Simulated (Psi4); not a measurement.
# BH2Cl (SMILES BCl) at HF/def2-TZVP

What is the vertical ionisation energy of BH2Cl at HF/def2-TZVP? 

The calculation is run with Psi4 1.11.

### 1 Starting point

The species is BH2Cl (4 atoms), meant as a singlet with charge 0. As SMILES, `BCl`. The coordinates come from a PBE0-D4/def2-TZVP relaxation.

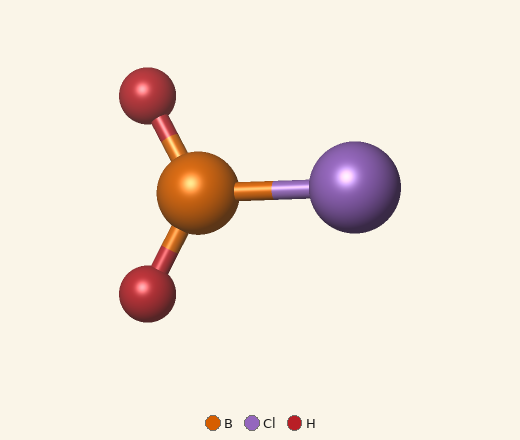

Viewed from a chosen angle; boron orange, chlorine purple, hydrogen red.

### 2 Energy and gradient at HF/def2-TZVP

File input.in:

```
memory 1600 mb

molecule {
  0 1
  B
  Cl 1 1.733129
  H 1 1.190198 2 118.12329
  H 1 1.1901 3 123.74734 2 -179.99888
  symmetry c1
  no_reorient
  no_com
}

set basis def2-TZVP
set puream true
set e_convergence 1e-09
set d_convergence 1e-08
set scf_type pk

result, w = gradient('scf', return_wfn=True)
oeprop(w, 'MAYER_INDICES', 'LOWDIN_CHARGES', 'DIPOLE', title='SCF')
```

Run with:

```console
$ psi4 -n 1 input.in input.out
```

input.out:

```text
[...]
  Running in c1 symmetry.
[...]
  Nuclear repulsion =   37.783013219518146
[...]
  Multiplicity = 1
[...]
  Nalpha       = 12
  Nbeta        = 12
[...]
    Number of basis functions: 80
[...]
   @RHF iter   1:  -485.37728203447091   -5.40875e-01   1.96875e-03 ADIIS/DIIS
[...]
   @RHF iter  10:  -485.39000792860668   -2.48974e-11   7.75525e-09 DIIS
[...]
    Orbital Energies [Eh]
    ---------------------
    Doubly Occupied:
       1A   -104.836739     2A    -10.566914     3A     -8.033611
       4A     -8.032758     5A     -8.032370     6A     -7.663904
       7A     -1.118525     8A     -0.706906     9A     -0.566365
      10A     -0.543270    11A     -0.488173    12A     -0.439372
[...]
  @RHF Final Energy:  -485.39000792860668
   => Energetics <=
    Nuclear Repulsion Energy =             37.7830132195181463
    One-Electron Energy =                -744.2882238329202664
    Two-Electron Energy =                 221.1152026847954630
    Total Energy =                       -485.3900079286066784
[...]
  -Total Gradient:
     Atom            X                  Y                   Z
    ------   -----------------  -----------------  -----------------
       1       -0.000001644678    -0.000047250697     0.010492861037
       2        0.000000394059     0.000003827680    -0.008541533013
       3        0.000000588340     0.004050617861    -0.000983916594
       4        0.000000662278    -0.004007194844    -0.000967411433
[...]
 Multipole Moments:
 ------------------------------------------------------------------------------------
     Multipole            Electronic (a.u.)      Nuclear  (a.u.)        Total (a.u.)
 ------------------------------------------------------------------------------------
 L = 1.  Multiply by 2.5417464519 to convert [e a0] to [Debye]
 Dipole X            :         -0.0000230            0.0000181           -0.0000048
 Dipole Y            :         -0.0001933            0.0001368           -0.0000565
 Dipole Z            :          2.2994749           -2.6457608           -0.3462859
 Magnitude           :                                                    0.3462859
[...]
```

It took 3.6 s on 1 thread of Intel Xeon 6975P-C (Granite Rapids), shared host; peak memory 0.28 GiB.

### 3 The doublet cation at the same level

File bclh2.xyz:

```xyz
4
BClH2
B     -0.116700     0.021700    -0.075300
Cl     1.365000    -0.395300     0.721200
H     -1.106200    -0.559500     0.240400
H     -0.086600     0.872800    -0.906600
```

File calc.py:

```python
import psi4

psi4.set_memory('1600 MB')
psi4.set_num_threads(1)
psi4.set_output_file('output.dat', False)

with open('bclh2.xyz') as f:
    atoms = ''.join(f.readlines()[2:])
m = psi4.geometry('1 2\n' + atoms + 'symmetry c1')

options = {'basis': 'def2-TZVP', 'reference': 'uhf', 'puream': True, 'e_convergence': 1e-09, 'd_convergence': 1e-08, 'scf_type': 'pk', 'maxiter': 200}
psi4.set_options(options)

result = psi4.gradient("scf")
print('gradient / Eh bohr^-1')
print(result.np.round(6))
```

Run with:

```console
$ python calc.py
```

output.dat:

```text
[...]
  Running in c1 symmetry.
[...]
  Nuclear repulsion =   37.783015982108225
[...]
  Multiplicity = 2
[...]
  Nalpha       = 12
  Nbeta        = 11
[...]
    Number of basis functions: 80
[...]
   @UHF iter   1:  -484.93953915785750   -1.03132e-01   2.52973e-03 ADIIS/DIIS
[...]
   @UHF iter  15:  -484.99684852714182   -4.37694e-12   6.34066e-09 DIIS
[...]
   @S^2 Observed:                7.652325985E-01
[...]
    Orbital Energies [Eh]
    ---------------------
    Alpha Occupied:
       1A   -105.242481     2A    -10.966665     3A     -8.451431
       4A     -8.428663     5A     -8.427971     6A     -7.931908
       7A     -1.509603     8A     -1.006829     9A     -0.926890
      10A     -0.846100    11A     -0.839963    12A     -0.769887
    Alpha Virtual:
      13A     -0.171423    14A     -0.063885    15A     -0.041627
      16A     -0.011901    17A      0.008969    18A      0.039184
      19A      0.059681    20A      0.065596    21A      0.161982
      22A      0.172809    23A      0.184745    24A      0.239612
      25A      0.239688    26A      0.290776    27A      0.368794
[...]
  @UHF Final Energy:  -484.99684852714182
   => Energetics <=
    Nuclear Repulsion Energy =             37.7830159821082248
    One-Electron Energy =                -736.0404256057433940
    Two-Electron Energy =                 213.2605610964933192
    Total Energy =                       -484.9968485271417649
  UHF NO Occupations:
  HONO-2 :   10  A 1.9977597
  HONO-1 :   11  A 1.9957299
[...]
 Multipole Moments:
 ------------------------------------------------------------------------------------
     Multipole            Electronic (a.u.)      Nuclear  (a.u.)        Total (a.u.)
 ------------------------------------------------------------------------------------
 L = 1.  Multiply by 2.5417464519 to convert [e a0] to [Debye]
 Dipole X            :          1.7983285           -2.2620037           -0.4636752
 Dipole Y            :         -0.5060157            0.6365030            0.1304874
 Dipole Z            :          0.9665828           -1.2158337           -0.2492508
 Magnitude           :                                                    0.5423538
[...]
  -Total Gradient:
     Atom            X                  Y                   Z
    ------   -----------------  -----------------  -----------------
       1        0.027429754838    -0.007687617670     0.014711672942
       2       -0.013691586916     0.003853427727    -0.007359827513
       3       -0.006944034252     0.001826407494    -0.003606002157
       4       -0.006794133674     0.002007782451    -0.003745843274
[...]
```

Standard output:

```text
gradient / Eh bohr^-1
[[ 0.02743  -0.007688  0.014712]
 [-0.013692  0.003853 -0.00736 ]
 [-0.006944  0.001826 -0.003606]
 [-0.006794  0.002008 -0.003746]]
```

Run time: 4.2 s. Hardware: 1 thread of Intel Xeon 6975P-C (Granite Rapids), shared host; peak memory 0.28 GiB.

### 4 Summary of results

At HF/def2-TZVP:

```
                                          quantity          value
                       singlet BH2Cl: total energy  -485.39001 Eh
                      singlet BH2Cl: dipole moment         0.88 D
                        singlet BH2Cl: HOMO energy      -11.96 eV
                        singlet BH2Cl: LUMO energy        1.71 eV
                      singlet BH2Cl: HOMO–LUMO gap       13.67 eV
           singlet BH2Cl: largest force on an atom     0.540 eV/Å
                      doublet cation: total energy  -484.99685 Eh
doublet cation: HOMO energy (highest over α and β)      -20.95 eV
 doublet cation: LUMO energy (lowest over α and β)       -9.41 eV
                              doublet cation: ⟨S²⟩          0.765
          doublet cation: largest force on an atom     1.649 eV/Å
vertical ionisation energy (to the doublet cation)      10.698 eV
```

What this shows: The vertical ionisation energy comes to 10.70 eV (1032 kJ/mol). The largest force (singlet BH2Cl) is 0.54 eV/Å: the shape isn't a stationary point for this species at this level. −ε(HOMO) before ionisation, 11.96 eV, is 1.26 eV above this ionisation energy.
